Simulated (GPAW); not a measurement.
# zigzag Pt chain, bond 2.521 A: a list in the functional, part 2 of 2

Aim: see how far moments and order energies of zigzag Pt chain, bond 2.521 A move with the functional, and what each set costs.

GPAW 26.7.0; several functionals; plane waves with GPAW's PAW setups, scalar-relativistic.

So far, largest spin moment in the augmentation sphere (μB): step 2 (rung 1 (LDA), start ferro ++) 0.335; step 4 (revPBE) 0.372; step 6 (PBE) 0.374.

## 8. Set 4 (RPBE), start ferro ++

Level of this step: RPBE; plane waves with GPAW's PAW setups, scalar-relativistic (GPAW).

Contents of order1.py:

```python
import json
import numpy as np
from ase import Atoms
from ase.parallel import paropen, parprint
from gpaw import GPAW

atoms = Atoms(['Pt', 'Pt'],
    cell=[[12.0, 0.0, 0.0],
         [0.0, 12.0, 0.0],
         [0.0, 0.0, 3.0252]],
    scaled_positions=[[0.41596667, 0.5, 0.0],
         [0.58403333, 0.5, 0.5]],
    pbc=True,
    magmoms=[0.6, 0.6])
atoms.calc = GPAW(mode={'name': 'pw', 'ecut': 550},
    xc='RPBE',
    kpts={'size': (1, 1, 10), 'gamma': True},
    occupations={'name': 'fermi-dirac', 'width': 0.05},
    convergence={'density': 1e-05, 'energy': 1e-05},
    maxiter=200,
    symmetry={'tolerance': 1e-4},
    txt='order1.txt')
e = atoms.get_potential_energy(force_consistent=True)
res = {'free_energy': e, 'energy_sigma0': atoms.get_potential_energy(), 'fermi_energy': atoms.calc.get_fermi_level()}
res['moments'] = atoms.get_magnetic_moments().tolist()
res['total'] = atoms.get_magnetic_moment()
parprint('site moments (muB):', np.round(res['moments'], 3))
parprint(f"total moment: {res['total']:.3f} muB")
parprint(f'free energy: {e:.6f} eV')
atoms.calc.write('order1.gpw')
with paropen('results.json', 'w') as f:
    json.dump(res, f)
```

Started as:

```sh
> OMP_NUM_THREADS=1 python3 order1.py > order1.log
```

Output:

```text
site moments (muB): [0.373 0.373]
total moment: 0.790 muB
free energy: -7.569610 eV

--- order1.txt ---
Input parameters:
  mode=PW(ecut=550),
  convergence={'density': 1e-05, 'energy': 1e-05},
  kpts=MonkhorstPack(size=(1, 1, 10), gamma=True),
  maxiter=200,
  occupations=Occupations(name='fermi-dirac', width=0.05),
  symmetry=Symmetry(tolerance=0.0001),
  xc=XC(name='RPBE')

Diagonalizing LCAO Hamiltonian
[...]
|         10 |        -5.569 |     1.000 |        -5.414 |     1.000 |
|         11 |        -5.334 |     1.000 |        -5.113 |     1.000 |
[...]
|         20 |         1.101 |     0.000 |         1.118 |     0.000 |
|         21 |         1.257 |     0.000 |         1.298 |     0.000 |
|         22 |         1.715 |     0.000 |         1.781 |     0.000 |
|         23 |         1.807 |     0.000 |         1.854 |     0.000 |

No gap
No difference between direct/indirect transitions


[key lines of the parts left out:]
Free energy:      -7.569610
Converged in 17 steps
dipole moment: (0.000005, 0.000004, -10.179580)  # |e|*Ang
Fermi level: -4.017
```

Wall time 3.1 min (1 MPI rank of Arm Neoverse N1, shared host); peak memory 0.43 GiB.

Read from the output:

```
magnetization  : 0.7896 μB
final state    : ferromagnetic
largest moment : 0.3726 μB
```

The largest moment is that of set 3, at 1.0 times its CPU time.

## 9. Set 4 (RPBE), start antiferro +-

Contents of order2.py:

```python
import json
import numpy as np
from ase import Atoms
from ase.parallel import paropen, parprint
from gpaw import GPAW

atoms = Atoms(['Pt', 'Pt'],
    cell=[[12.0, 0.0, 0.0],
         [0.0, 12.0, 0.0],
         [0.0, 0.0, 3.0252]],
    scaled_positions=[[0.41596667, 0.5, 0.0],
         [0.58403333, 0.5, 0.5]],
    pbc=True,
    magmoms=[0.6, -0.6])
atoms.calc = GPAW(mode={'name': 'pw', 'ecut': 550},
    xc='RPBE',
    kpts={'size': (1, 1, 10), 'gamma': True},
    occupations={'name': 'fermi-dirac', 'width': 0.05},
    convergence={'density': 1e-05, 'energy': 1e-05},
    maxiter=200,
    symmetry={'tolerance': 1e-4},
    txt='order2.txt')
e = atoms.get_potential_energy(force_consistent=True)
res = {'free_energy': e, 'energy_sigma0': atoms.get_potential_energy(), 'fermi_energy': atoms.calc.get_fermi_level()}
res['moments'] = atoms.get_magnetic_moments().tolist()
res['total'] = atoms.get_magnetic_moment()
parprint('site moments (muB):', np.round(res['moments'], 3))
parprint(f"total moment: {res['total']:.3f} muB")
parprint(f'free energy: {e:.6f} eV')
atoms.calc.write('order2.gpw')
with paropen('results.json', 'w') as f:
    json.dump(res, f)
```

Started as:

```sh
> OMP_NUM_THREADS=1 python3 order2.py > order2.log
```

Output:

```text
site moments (muB): [ 0. -0.]
total moment: 0.000 muB
free energy: -7.556873 eV

--- order2.txt ---
Input parameters:
  mode=PW(ecut=550),
  convergence={'density': 1e-05, 'energy': 1e-05},
  kpts=MonkhorstPack(size=(1, 1, 10), gamma=True),
  maxiter=200,
  occupations=Occupations(name='fermi-dirac', width=0.05),
  symmetry=Symmetry(tolerance=0.0001),
  xc=XC(name='RPBE')

Diagonalizing LCAO Hamiltonian
[...]
|          9 |        -6.381 |     1.000 |        -6.381 |     1.000 |
|         10 |        -5.451 |     1.000 |        -5.451 |     1.000 |
[...]
|         20 |         1.113 |     0.000 |         1.113 |     0.000 |
|         21 |         1.285 |     0.000 |         1.285 |     0.000 |
|         22 |         1.751 |     0.000 |         1.751 |     0.000 |
|         23 |         1.832 |     0.000 |         1.832 |     0.000 |

No gap
No difference between direct/indirect transitions


[key lines of the parts left out:]
Free energy:      -7.556873
Converged in 16 steps
dipole moment: (0.000004, 0.000004, -10.176161)  # |e|*Ang
Fermi level: -4.057
```

Run time: 3 min. Hardware: 1 MPI rank; peak memory 0.43 GiB.

Numbers from this step:

| Item | Value |
| --- | --- |
| final state | non-magnetic |

This start lies +6.4 meV a seeded atom from the first, a change of +0.2 meV since set 3; its moments have collapsed.

## 10. Set 5 (TPSS), start ferro ++

order1.py is the script of step 8 with these lines changed:

```diff
@@ -15,3 +15,3 @@
 atoms.calc = GPAW(mode={'name': 'pw', 'ecut': 550},
-    xc='RPBE',
+    xc='TPSS',
     kpts={'size': (1, 1, 10), 'gamma': True},
@@ -20,2 +20,3 @@
     maxiter=200,
+    eigensolver='davidson',
     symmetry={'tolerance': 1e-4},
```

Started as:

```sh
> OMP_NUM_THREADS=1 python3 order1.py > order1.log
```

Output:

```text
site moments (muB): [0.37 0.37]
total moment: 0.781 muB
free energy: 14.836297 eV

--- order1.txt ---
Input parameters:
  mode=PW(ecut=550),
  convergence={'density': 1e-05, 'energy': 1e-05},
  eigensolver=Davidson(niter=2),
  kpts=MonkhorstPack(size=(1, 1, 10), gamma=True),
  maxiter=200,
  occupations=Occupations(name='fermi-dirac', width=0.05),
  symmetry=Symmetry(tolerance=0.0001),
  xc=XC(name='TPSS')

[...]
|         10 |        -5.647 |     1.000 |        -5.503 |     1.000 |
|         11 |        -5.398 |     1.000 |        -5.172 |     1.000 |
[...]
|         20 |         1.167 |     0.000 |         1.189 |     0.000 |
|         21 |         1.434 |     0.000 |         1.476 |     0.000 |
|         22 |         1.791 |     0.000 |         1.844 |     0.000 |
|         23 |         1.967 |     0.000 |         1.960 |     0.000 |

No gap
No difference between direct/indirect transitions


[key lines of the parts left out:]
Free energy:      14.836297
Converged in 44 steps
dipole moment: (-0.000003, 0.000004, -10.201986)  # |e|*Ang
Fermi level: -4.058
```

Elapsed: 22 min, on 1 MPI rank; peak memory 0.58 GiB.

This step gave:

```yaml
magnetization: 0.7813 μB
final_state: ferromagnetic
largest_moment: 0.3697 μB
```

The largest moment is that of set 4, at 7.1 times its CPU time.

## 11. Set 5 (TPSS), start antiferro +-

order2.py is the script of step 9 with these lines changed:

```diff
@@ -15,3 +15,3 @@
 atoms.calc = GPAW(mode={'name': 'pw', 'ecut': 550},
-    xc='RPBE',
+    xc='TPSS',
     kpts={'size': (1, 1, 10), 'gamma': True},
@@ -20,2 +20,3 @@
     maxiter=200,
+    eigensolver='davidson',
     symmetry={'tolerance': 1e-4},
```

Started as:

```sh
> OMP_NUM_THREADS=1 python3 order2.py > order2.log
```

Output:

```text
Input parameters:
  mode=PW(ecut=550),
  convergence={'density': 1e-05, 'energy': 1e-05},
  eigensolver=Davidson(niter=2),
  kpts=MonkhorstPack(size=(1, 1, 10), gamma=True),
  maxiter=200,
  occupations=Occupations(name='fermi-dirac', width=0.05),
  symmetry=Symmetry(tolerance=0.0001),
  xc=XC(name='TPSS')

Diagonalizing LCAO Hamiltonian
Converting LCAO to pw mode
        .----------------------------.
       /|                            |
      / |                            |
     /  |                            |
    /   .----------------------------.
[...]
|iter:   4|      91s | 1420.294332 | +5.72 | -0.47 |  -1.0317|
|iter:   5|     121s | 1815.010070 | +5.07 | -0.54 |  -1.8790|
|iter:   6|     152s | 1939.096229 | +5.05 | -0.64 |  -2.6430|
|iter:   7|     182s | 2087.404968 | +4.66 | -0.74 |  -3.0785|
[...]
[... 78 iterations left out ...]
[...]
|iter:  92|    2747s |-6197.853487 | +5.66 | -0.80 |  +0.0730|
[...]
|iter:  95|    2838s | 2253.246940 | +2.08 | -1.53 |  +0.0732|
|iter:  96|    2868s | 2253.397469 | +2.05 | -1.65 |  +0.0816|
|iter:  97|    2899s | 2253.878116 | +2.13 | -1.67 |  +0.0483|
|iter:  98|    2929s | 2196.664657 | +4.47 | -1.78 |  +0.0175|
```

Elapsed: 50 min, on 1 MPI rank; peak memory 0.59 GiB.

The run was cut off at its time limit.

The energy still jumps by eV from cycle to cycle: the cycles are not settling, and other mixing or another start is needed.

## 12. The sets together

List, by row:

```
set  functional  state from the first start  state from the second start  second less first (meV a seeded atom)  moment, first (μB)  moment, second (μB)  CPU time (s)
   1         LDA               ferromagnetic                 non-magnetic                                  2.704              0.3349                    0         350.7
   2      revPBE               ferromagnetic                 non-magnetic                                  6.235              0.3715                    0         373.8
   3         PBE               ferromagnetic                 non-magnetic                                  6.141               0.374                    0         363.5
   4        RPBE               ferromagnetic                 non-magnetic                                  6.369              0.3726                    0         366.4
```

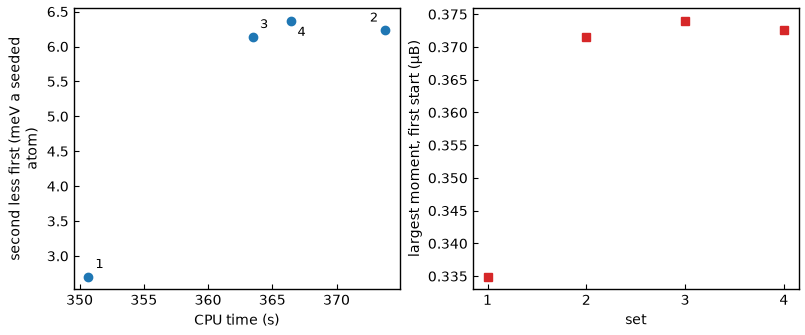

Result against cost, sets numbered as in the table, and the moment by set.

## 13. Results

| Item | Value |
| --- | --- |
| range of the moment in the table, first start | 0.335 to 0.374 μB |
| range of CPU time | 5.8 min to 6.2 min |
| range of the energy difference | 2.70 to 6.37 meV a seeded atom |

What this shows: For the first start the functionals give moments from 0.335 to 0.374 μB and energy differences from 2.70 to 6.37 meV a seeded atom; all use the same cell, so differences in their own lattice constants don't enter. The first start ends lower on every set of the table. The second start loses its moments on every set, so the difference is that between moments and none. Set 5 gave no pair of finished runs and is missing from the table.

[Logs and program files are shortened in this print: banners, set-up blocks, solver, clock and traceback lines can be left out without a mark of their own.]

[Logs are printed without paths, hosts, clocks, repeated set-up lines and the standing remarks that a program may print on its own settings, such as how far it seeks lower states.]

[Hosts, paths, dates, database ids (printed as entryN), source tags and the programs' standing remarks are cut or masked in the printed files.]

[Where a cell is said to come from a database of computed structures, the database is the Materials Project.]
